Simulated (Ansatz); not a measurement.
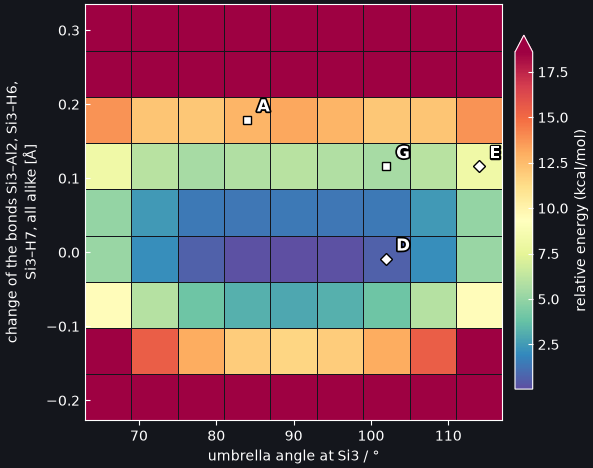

AlH4OSi, SMILES [OH][AlH][SiH2], spin multiplicity 2. 
- Coordinates scanned: (1) umbrella angle at Si3 (between each of its bonds and their common axis; 90 is planar); (2) change of the bonds Si3–Al2, Si3–H6, Si3–H7, all alike.
- Nothing is relaxed (all other coordinates rigid).
- Grid: 9 × 9 points; 76 points were computed and 5 follow by symmetry.
- Points are written as (first, second).
- All energies are given in kcal/mol relative to the relaxed molecule at the same level.
- The calculation used UKS PBE0-D4/def2-TZVP (Ansatz).

The picture shows one coloured cell a grid point, one colour for all values above the top of the scale, lettered points.

Question: Is D the lowest point of the computed grid?

Answer: No. D lies 0.6 kcal/mol above the lowest grid point, which is at (90°, −0.009 Å).

Question: What kind of point is each of A, G: minimum, saddle, maximum or slope?

Answer: A: on a slope; G: on a slope. (In these two coordinates alone; a stationary point may lie a little off the grid point.)

Question: Rank the lettered points by energy, lowest first.

Answer: D (0.6 kcal/mol), G (5.5 kcal/mol), E (8.2 kcal/mol), A (12.8 kcal/mol).
